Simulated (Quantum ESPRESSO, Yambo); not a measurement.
## GaAs (F-43m): G0W0 in Yambo against the screening cutoff

How does the gap of GaAs (F-43m) converge in the screening cutoff?

Program: Yambo 5.3.0. Level of theory: PBE and many-body steps on it, plane waves. Results are calculated unless marked as measured.

### Step 1. The structure

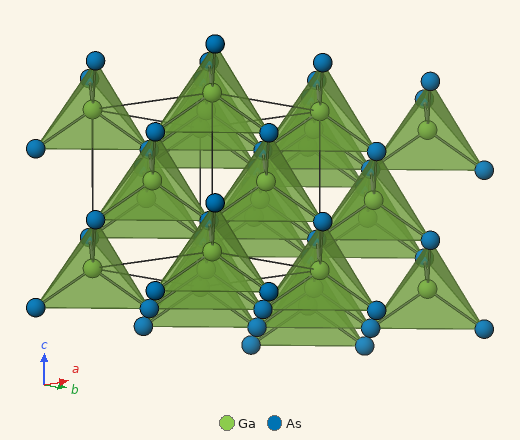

The starting structure, seen from a free direction (gallium green, arsenic blue). 1×2×1 cells are drawn. This picture shows the conventional cell, with its axes. Some periodic images of atoms are drawn too.

As a file:

```xyz
2
Lattice="0.0000 2.8269 2.8269 2.8269 0.0000 2.8269 2.8269 2.8269 0.0000" Properties=species:S:1:pos:R:3 pbc="T T T"
Ga    0.0000    0.0000    0.0000
As    1.4134    1.4134    1.4134
```

The cell and positions come from the Crystallography Open Database and are kept as given unless a step says otherwise.

### Step 2. 3.25 Ha

This step: Yambo 5.3.0; G0W0 on PBE, plane waves, norm-conserving pseudopotentials.

Now the one-shot GW correction: screening in the RPA, then the self-energy of the levels asked for.

The input, gw7.in:

```
HF_and_locXC
gw0
dyson
ppa
em1d
rim_cut
RandQpts= 1000000
RandGvec= 1 RL
EXXRLvcs= 104 Ry
VXCRLvcs= 416 Ry
Chimod= "HARTREE"
% BndsRnXp
 1 | 124 |
%
NGsBlkXp= 6.5 Ry
% LongDrXp
 1 | 1 | 1 |
%
% GbndRnge
 1 | 124 |
%
DysSolver= "n"
ExtendOut
PPAPntXp= 27.21138 eV
% QPkrange
 1 | 1 | 21 | 24 |
%
```

Run with:

```bash
> OMP_NUM_THREADS=1 mpirun -n 4 yambo -F gw7.in -J gw7 -C gw7 > gw7.log
```

The program printed:

```text
 Yambo, version 5.3.0

 [02] CORE Variables Setup
 =========================

  [... cell, symmetries and grids as in the set-up ...]

  [02.05] Energies & Occupations
  ==============================

  [X] === General ===
  [X] Electronic Temperature                        :  0.000000  0.000000 [eV K]
  [X] Bosonic    Temperature                        :  0.000000  0.000000 [eV K]
  [X] Finite Temperature mode                       : no
  [X] El. density                                   :  0.97390E+24 [cm-3]
  [X] Fermi Level                                   :  9.827511 [eV]

  [X] === Gaps and Widths ===
  [X] Conduction Band Min                           :  0.518057 [eV]
  [X] Valence Band Max                              :  0.000000 [eV]
  [X] Filled Bands                                  :  22
  [X] Empty Bands                                   :    23   427
  [X] Direct Gap                                    :  0.518057 [eV]
  [X] Direct Gap localized at k                     :  1
  [X] Indirect Gap                                  :  0.518057 [eV]
  [X] Indirect Gap between kpts                     :  1  1
  [X] Last valence band width                       :  3.339194 [eV]
  [X] 1st conduction band width                     :  4.106600 [eV]

 [03] Transferred momenta grid and indexing
 ==========================================

 IBZ Q-points                                      :   8
 BZ  Q-points                                      :   64

 K/Q-points units:
 rlu = crystal or reduced units; cc = cartesian coordinates; iku = interal k-units

 Q [1]          [rlu]:  0.000000  0.000000  0.000000
 Q [2]          [rlu]: -0.91587E-18 -0.91587E-18  0.25000
 Q [3]          [rlu]:  0.18317E-17  0.18317E-17 -0.50000
 Q [4]          [rlu]: -0.26116E-17  0.25000      0.25000
 Q [5]          [rlu]:  0.71282E-16  0.25000      0.50000
 Q [6]          [rlu]:  0.18317E-17  0.25000     -0.25000
 Q [7]          [rlu]:  0.52231E-17 -0.50000     -0.50000
 Q [8]          [rlu]:  0.250000 -0.500000 -0.250000

 [04] Coloumb potential Random Integration (RIM)
 ===============================================

  [04.01] RIM initialization
  ==========================

  * Diagonal components only detected *

  8 x (sBL volume)        :  0.101699 [a.u.]
  sBZ random points       :  1000000
  Points outside the sBZ  :   7987327
  RL volume               :  0.813588 [a.u.]
  Integrated volume       :  0.814879 [a.u.]

  [04.02] RIM integrals
  =====================

  Gamma point sphere radius             :  0.084669 [a.u.]
  Points outside the sphere             :   799513
  [Int_sBZ(q=0) 1/q^2]*(Vol_sBZ)^(-1/3) =:  7.764325
                                 should be <:  7.795600

  Summary of Coulomb integrals for non-metallic bands |Q|[au] RIM/Bare

  Q [1] 0.100000E-4 0.995988 * Q [2] 0.254653 1.066317
  Q [4] 0.294048 1.065091 * Q [6] 0.415847 1.027759
  Q [5] 0.487623 1.020584 * Q [3] 0.509306 1.018268
  Q [7] 0.588096 1.014689 * Q [8] 0.657511 1.011648

 [WARNING] [Xp] User bands 1-124 break level degeneracy

 [05] Dipoles
 ============

  [05.01] Setup: observables and procedures
  =========================================

 [06] Dynamic Dielectric Matrix (PPA)
 ====================================

 [WR./gw7//ndb.pp]---------------------------------------------------------------
  Brillouin Zone Q/K grids (IBZ/BZ)                :    8   64    8   64
  RL vectors                                       :   6567 [WF]
  Coulomb cutoff potential                         : none
  Electronic Temperature                           :  0.000000 [K]
  Bosonic    Temperature                           :  0.000000 [K]
  PPA    diel. fun.  energies                      : Perdew, Burke & Ernzerhof(X)+Perdew, Burke & Ernzerhof(C)
  wavefunctions                                    : Perdew, Burke & Ernzerhof(X)+Perdew, Burke & Ernzerhof(C)
  Global Gauge                                     : length
  X matrix size                                    :   89
  X band range                                     :    1  124
  X e/h energy range                               : -1.000000 -1.000000 [eV]
  X Time ordering                                  : R
  X Hxc Kernel                                     : HARTREE
  X Drude frequency                                :  0.000000  0.000000
  X poles                                          :  100.0000 [o/o]
  RL vectors in the sum                            :   6567
  [r,Vnl] included                                 : yes
  Field direction                                  :  0.577350E-5  0.577350E-5  0.577350E-5
  BZ energy Double Grid                            : no
  BZ energy DbGd points                            : 0
  BZ Q point size factor                           : -1.000000
  X Optical Averaged directions                    : none

 [07] Local Exchange-Correlation + Non-Local Fock
 ================================================

 [VXC] Plane waves :   43655
 [EXS] Plane waves :   5601

 QP @ state[ 1 ] K range:  1  1
 QP @ state[ 1 ] b range:  21  24

 [xc] Functional : Perdew, Burke & Ernzerhof(X)+Perdew, Burke & Ernzerhof(C)
 [xc] LIBXC used to calculate xc functional
  PP Number of Atomic Species                      :  2
  NLCC RL compoments                               :   43655
  PP Number of Atomic Species                      :  2
  NLCC RL compoments                               :   43655

 [xc] E_xc :  -45.46123 [Ha]
      E_xc :  -90.92246 [Ry]

  Local XC kind (lXC) : Perdew, Burke & Ernzerhof(X)+Perdew, Burke & Ernzerhof(C)
  Non-Local XC kind (nlXC) : Hartree-Fock

  Corrections @ K [1] :  [eV]
 <21|nlXC|21> = -15.93725 -0.10102E-16 <21|lXC|21> = -14.36257 -0.94408E-15
 <22|nlXC|22> = -15.93713  0.39986E-17 <22|lXC|22> = -14.36257  0.18882E-15
 <23|nlXC|23> = -10.69830  0.28943E-17 <23|lXC|23> = -14.69845 -0.11801E-16
 <24|nlXC|24> = -7.088555  0.33380E-17 <24|lXC|24> = -11.53166  0.000000

 [08] Dyson equation: Newton solver
 ==================================

  [08.01] G0W0 (W PPA)
  ====================

  [  GW  ] Bands range     :    1  124
  [GW/PPA] G damping       :  0.100000 [eV]

  QP @ state[ 1 ] K range:  1  1
  QP @ state[ 1 ] b range:  21  24

   Sc/G bands                                       :    1  124
   Sc/G damping                                     :  0.100000 ev
   Sc bands terminator                              : no
   Sx RL components                                 :   5601

   QP @ state[ 1 ] K range                          :  1  1
   QP @ state[ 1 ] b range                          :  21  24
   GF energies kind                                 : Perdew, Burke & Ernzerhof(X)+Perdew, Burke & Ernzerhof(C)
   GF WF`s kind                                     : Perdew, Burke & Ernzerhof(X)+Perdew, Burke & Ernzerhof(C)
   Xs energies kind                                 : Perdew, Burke & Ernzerhof(X)+Perdew, Burke & Ernzerhof(C)
   Xs WF`s kind                                     : Perdew, Burke & Ernzerhof(X)+Perdew, Burke & Ernzerhof(C)

 [11] Game Over & Game summary
```

Run time: 84 s. Hardware: 4 MPI ranks of Arm Neoverse V2, shared host; peak memory 2.1 GiB; 5.6 min of CPU time.

This step gave:

* G0W0 gap on the points computed: 1.172 eV
* starting gap on the mesh: 0.5181 eV
* k of the valence top: 0, 0, 0
* k of the conduction bottom: 0, 0, 0
* least direct G0W0 gap on the computed points: 1.172 eV
* Z at the valence top: 0.7964
* Z at the conduction bottom: 0.7994

The gap on the mesh goes from 0.52 eV to 1.17 eV, a correction of +0.65 eV.

### Step 3. 5.25 Ha

The input, gw8.in:

```
HF_and_locXC
gw0
dyson
ppa
em1d
rim_cut
RandQpts= 1000000
RandGvec= 1 RL
EXXRLvcs= 104 Ry
VXCRLvcs= 416 Ry
Chimod= "HARTREE"
% BndsRnXp
 1 | 124 |
%
NGsBlkXp= 10.5 Ry
% LongDrXp
 1 | 1 | 1 |
%
% GbndRnge
 1 | 124 |
%
DysSolver= "n"
ExtendOut
PPAPntXp= 27.21138 eV
% QPkrange
 1 | 1 | 21 | 24 |
%
```

Run with:

```bash
> OMP_NUM_THREADS=1 mpirun -n 4 yambo -F gw8.in -J gw8 -C gw8 > gw8.log
```

The program printed:

```text
 Yambo, version 5.3.0

 [02] CORE Variables Setup
 =========================

  [... cell, symmetries and grids as in the set-up ...]

  [02.05] Energies & Occupations
  ==============================

  [X] === General ===
  [X] Electronic Temperature                        :  0.000000  0.000000 [eV K]
  [X] Bosonic    Temperature                        :  0.000000  0.000000 [eV K]
  [X] Finite Temperature mode                       : no
  [X] El. density                                   :  0.97390E+24 [cm-3]
  [X] Fermi Level                                   :  9.827511 [eV]

  [X] === Gaps and Widths ===
  [X] Conduction Band Min                           :  0.518057 [eV]
  [X] Valence Band Max                              :  0.000000 [eV]
  [X] Filled Bands                                  :  22
  [X] Empty Bands                                   :    23   427
  [X] Direct Gap                                    :  0.518057 [eV]
  [X] Direct Gap localized at k                     :  1
  [X] Indirect Gap                                  :  0.518057 [eV]
  [X] Indirect Gap between kpts                     :  1  1
  [X] Last valence band width                       :  3.339194 [eV]
  [X] 1st conduction band width                     :  4.106600 [eV]

 [03] Transferred momenta grid and indexing
 ==========================================

 IBZ Q-points                                      :   8
 BZ  Q-points                                      :   64

 K/Q-points units:
 rlu = crystal or reduced units; cc = cartesian coordinates; iku = interal k-units

 Q [1]          [rlu]:  0.000000  0.000000  0.000000
 Q [2]          [rlu]: -0.91587E-18 -0.91587E-18  0.25000
 Q [3]          [rlu]:  0.18317E-17  0.18317E-17 -0.50000
[...]
================================================

 [VXC] Plane waves :   43655
 [EXS] Plane waves :   5601

 QP @ state[ 1 ] K range:  1  1
 QP @ state[ 1 ] b range:  21  24

 [xc] Functional : Perdew, Burke & Ernzerhof(X)+Perdew, Burke & Ernzerhof(C)
 [xc] LIBXC used to calculate xc functional
  PP Number of Atomic Species                      :  2
  NLCC RL compoments                               :   43655
  PP Number of Atomic Species                      :  2
  NLCC RL compoments                               :   43655

 [xc] E_xc :  -45.46123 [Ha]
      E_xc :  -90.92246 [Ry]

  Local XC kind (lXC) : Perdew, Burke & Ernzerhof(X)+Perdew, Burke & Ernzerhof(C)
  Non-Local XC kind (nlXC) : Hartree-Fock

  Corrections @ K [1] :  [eV]
 <21|nlXC|21> = -15.93725 -0.10102E-16 <21|lXC|21> = -14.36257 -0.94408E-15
 <22|nlXC|22> = -15.93713  0.39986E-17 <22|lXC|22> = -14.36257  0.18882E-15
 <23|nlXC|23> = -10.69830  0.28943E-17 <23|lXC|23> = -14.69845 -0.11801E-16
 <24|nlXC|24> = -7.088555  0.33380E-17 <24|lXC|24> = -11.53166  0.000000

 [08] Dyson equation: Newton solver
 ==================================

  [08.01] G0W0 (W PPA)
  ====================

  [  GW  ] Bands range     :    1  124
  [GW/PPA] G damping       :  0.100000 [eV]

  QP @ state[ 1 ] K range:  1  1
  QP @ state[ 1 ] b range:  21  24

   Sc/G bands                                       :    1  124
   Sc/G damping                                     :  0.100000 ev
   Sc bands terminator                              : no
   Sx RL components                                 :   5601

   QP @ state[ 1 ] K range                          :  1  1
   QP @ state[ 1 ] b range                          :  21  24
   GF energies kind                                 : Perdew, Burke & Ernzerhof(X)+Perdew, Burke & Ernzerhof(C)
   GF WF`s kind                                     : Perdew, Burke & Ernzerhof(X)+Perdew, Burke & Ernzerhof(C)
   Xs energies kind                                 : Perdew, Burke & Ernzerhof(X)+Perdew, Burke & Ernzerhof(C)
   Xs WF`s kind                                     : Perdew, Burke & Ernzerhof(X)+Perdew, Burke & Ernzerhof(C)

 [11] Game Over & Game summary
```

Wall time 1.7 min (4 MPI ranks); peak memory 2.1 GiB; 6.6 min of CPU time.

Numbers from this step:

| Item | Value |
| --- | --- |
| G0W0 gap on the points computed | 1.176 eV |
| starting gap on the mesh | 0.5181 eV |
| k of the valence top | 0, 0, 0 |
| k of the conduction bottom | 0, 0, 0 |
| least direct G0W0 gap on the computed points | 1.176 eV |
| Z at the valence top | 0.7951 |
| Z at the conduction bottom | 0.7985 |

Against the run before, the gap moves by +0.004 eV.

### Step 4. 10.5 Ha

The input, gw9.in:

```
HF_and_locXC
gw0
dyson
ppa
em1d
rim_cut
RandQpts= 1000000
RandGvec= 1 RL
EXXRLvcs= 104 Ry
VXCRLvcs= 416 Ry
Chimod= "HARTREE"
% BndsRnXp
 1 | 124 |
%
NGsBlkXp= 21 Ry
% LongDrXp
 1 | 1 | 1 |
%
% GbndRnge
 1 | 124 |
%
DysSolver= "n"
ExtendOut
PPAPntXp= 27.21138 eV
% QPkrange
 1 | 1 | 21 | 24 |
%
```

Run with:

```bash
> OMP_NUM_THREADS=1 mpirun -n 4 yambo -F gw9.in -J gw9 -C gw9 > gw9.log
```

The program printed:

```text
 Yambo, version 5.3.0

 [02] CORE Variables Setup
 =========================

  [... cell, symmetries and grids as in the set-up ...]

  [02.05] Energies & Occupations
  ==============================

  [X] === General ===
  [X] Electronic Temperature                        :  0.000000  0.000000 [eV K]
  [X] Bosonic    Temperature                        :  0.000000  0.000000 [eV K]
  [X] Finite Temperature mode                       : no
  [X] El. density                                   :  0.97390E+24 [cm-3]
[...]
Sx RL components                                 :   5601

   QP @ state[ 1 ] K range                          :  1  1
   QP @ state[ 1 ] b range                          :  21  24
   GF energies kind                                 : Perdew, Burke & Ernzerhof(X)+Perdew, Burke & Ernzerhof(C)
   GF WF`s kind                                     : Perdew, Burke & Ernzerhof(X)+Perdew, Burke & Ernzerhof(C)
   Xs energies kind                                 : Perdew, Burke & Ernzerhof(X)+Perdew, Burke & Ernzerhof(C)
   Xs WF`s kind                                     : Perdew, Burke & Ernzerhof(X)+Perdew, Burke & Ernzerhof(C)

 [11] Game Over & Game summary
```

The job ended after 4.9 min (4 MPI ranks; peak memory 2.1 GiB).

This step gave:

```yaml
g0w0_gap_on_the_points_computed: 1.179 eV
starting_gap_on_the_mesh: 0.5181 eV
k_of_the_valence_top: 0, 0, 0
k_of_the_conduction_bottom: 0, 0, 0
least_direct_g0w0_gap_on_the_computed_points: 1.179 eV
```

Against the run before, the gap moves by +0.003 eV.

### Step 5. 13 Ha

The input, gw10.in:

```
HF_and_locXC
gw0
dyson
ppa
em1d
rim_cut
RandQpts= 1000000
RandGvec= 1 RL
EXXRLvcs= 104 Ry
VXCRLvcs= 416 Ry
Chimod= "HARTREE"
% BndsRnXp
 1 | 124 |
%
NGsBlkXp= 26 Ry
% LongDrXp
 1 | 1 | 1 |
%
% GbndRnge
 1 | 124 |
%
DysSolver= "n"
ExtendOut
PPAPntXp= 27.21138 eV
% QPkrange
 1 | 1 | 21 | 24 |
%
```

Run with:

```bash
> OMP_NUM_THREADS=1 mpirun -n 4 yambo -F gw10.in -J gw10 -C gw10 > gw10.log
```

The program printed:

```text
 Yambo, version 5.3.0

 [02] CORE Variables Setup
 =========================

  [... cell, symmetries and grids as in the set-up ...]

  [02.05] Energies & Occupations
  ==============================

  [X] === General ===
  [X] Electronic Temperature                        :  0.000000  0.000000 [eV K]
  [X] Bosonic    Temperature                        :  0.000000  0.000000 [eV K]
  [X] Finite Temperature mode                       : no
  [X] El. density                                   :  0.97390E+24 [cm-3]
[...]
Sx RL components                                 :   5601

   QP @ state[ 1 ] K range                          :  1  1
   QP @ state[ 1 ] b range                          :  21  24
   GF energies kind                                 : Perdew, Burke & Ernzerhof(X)+Perdew, Burke & Ernzerhof(C)
   GF WF`s kind                                     : Perdew, Burke & Ernzerhof(X)+Perdew, Burke & Ernzerhof(C)
   Xs energies kind                                 : Perdew, Burke & Ernzerhof(X)+Perdew, Burke & Ernzerhof(C)
   Xs WF`s kind                                     : Perdew, Burke & Ernzerhof(X)+Perdew, Burke & Ernzerhof(C)

 [11] Game Over & Game summary
```

The job ended after 8.4 min (4 MPI ranks; peak memory 2.1 GiB; 33 min of CPU time).

Numbers from this step:

```yaml
g0w0_gap_on_the_points_computed: 1.183 eV
starting_gap_on_the_mesh: 0.5181 eV
k_of_the_valence_top: 0, 0, 0
k_of_the_conduction_bottom: 0, 0, 0
least_direct_g0w0_gap_on_the_computed_points: 1.183 eV
```

Against the run before, the gap moves by +0.003 eV.

### Step 6. 16.25 Ha

The input, gw11.in:

```
HF_and_locXC
gw0
dyson
ppa
em1d
rim_cut
RandQpts= 1000000
RandGvec= 1 RL
EXXRLvcs= 104 Ry
VXCRLvcs= 416 Ry
Chimod= "HARTREE"
% BndsRnXp
 1 | 124 |
%
NGsBlkXp= 32.5 Ry
% LongDrXp
 1 | 1 | 1 |
%
% GbndRnge
 1 | 124 |
%
DysSolver= "n"
ExtendOut
PPAPntXp= 27.21138 eV
% QPkrange
 1 | 1 | 21 | 24 |
%
```

Run with:

```bash
> OMP_NUM_THREADS=1 mpirun -n 4 yambo -F gw11.in -J gw11 -C gw11 > gw11.log
```

The program printed:

```text
 Yambo, version 5.3.0

 [02] CORE Variables Setup
 =========================

  [... cell, symmetries and grids as in the set-up ...]

  [02.05] Energies & Occupations
  ==============================

  [X] === General ===
  [X] Electronic Temperature                        :  0.000000  0.000000 [eV K]
  [X] Bosonic    Temperature                        :  0.000000  0.000000 [eV K]
  [X] Finite Temperature mode                       : no
  [X] El. density                                   :  0.97390E+24 [cm-3]
[...]
Sx RL components                                 :   5601

   QP @ state[ 1 ] K range                          :  1  1
   QP @ state[ 1 ] b range                          :  21  24
   GF energies kind                                 : Perdew, Burke & Ernzerhof(X)+Perdew, Burke & Ernzerhof(C)
   GF WF`s kind                                     : Perdew, Burke & Ernzerhof(X)+Perdew, Burke & Ernzerhof(C)
   Xs energies kind                                 : Perdew, Burke & Ernzerhof(X)+Perdew, Burke & Ernzerhof(C)
   Xs WF`s kind                                     : Perdew, Burke & Ernzerhof(X)+Perdew, Burke & Ernzerhof(C)

 [11] Game Over & Game summary
```

Wall time 13 min (4 MPI ranks); peak memory 2.1 GiB; 52 min of CPU time.

This step gave:

```
G0W0 gap on the points computed              : 1.186 eV
starting gap on the mesh                     : 0.5181 eV
k of the valence top                         : 0, 0, 0
k of the conduction bottom                   : 0, 0, 0
least direct G0W0 gap on the computed points : 1.186 eV
```

Against the run before, the gap moves by +0.004 eV.

### Step 7. The runs together

Times are wall times on 4 MPI ranks of Arm Neoverse V2, shared host, good to a factor of about two.

```csv
run,mesh,bands,screening cutoff (eV),DFT gap (eV),gap on the mesh (eV),direct (eV),time
3.25 Ha,4×4×4,124,88.4,0.518,1.172,1.172,84 s
5.25 Ha,4×4×4,124,142.9,0.518,1.176,1.176,1.7 min
10.5 Ha,4×4×4,124,285.7,0.518,1.179,1.179,4.9 min
13 Ha,4×4×4,124,353.7,0.518,1.183,1.183,8.4 min
16.25 Ha,4×4×4,124,442.2,0.518,1.186,1.186,13 min
```

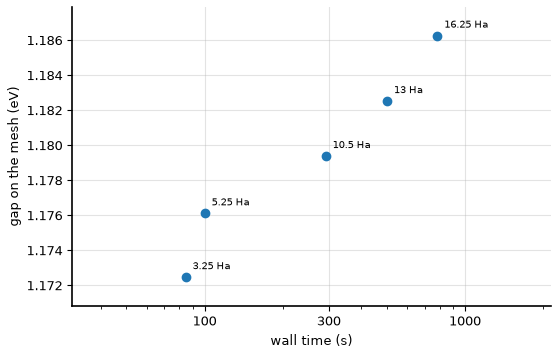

Result against wall time.

### Step 8. What came out

```json
{"3.25 Ha": "1.172 eV", "5.25 Ha": "1.176 eV", "10.5 Ha": "1.179 eV", "13 Ha": "1.183 eV", "16.25 Ha": "1.186 eV", "known limits": "not at the basis limit; no spin-orbit coupling; coarse k mesh"}
```

**Reading.** The setting moved: screening cutoff. From 3.25 Ha to 16.25 Ha the gap moves by +0.01 eV, for 9.3 times the time. It holds to 0.03 eV from 3.25 Ha on. Bands and screening cutoff are coupled, so a series along one setting does not show full convergence. Bands and cutoff are finite, so the gap is not at the basis limit. The miss can reach some tenths of an eV and take either sign; the mesh is an error of its own. In the G0W0 runs levels were corrected at 1 k point alone, so a gap called «on the mesh» is the least over those, and an edge elsewhere would be missed. The 4×4×4 mesh is coarse for this cell, which bears on the long-range parts of exchange and screening. The many-body steps are scalar-relativistic: spin-orbit coupling is not in them.

[Paths, hosts, dates, memory and timing lines, banners, echoed tables and standing remarks are left out of the program output.]

[Logs are printed without paths, hosts, clocks, repeated set-up lines and the standing remarks that a program may print on its own settings, such as how far it seeks lower states.]

[Runs of the session that timed out or met a known fault of the program may be left out.]

[Hosts, paths, dates, database ids (printed as entryN), source tags and the programs' standing remarks are cut or masked in the printed files.]
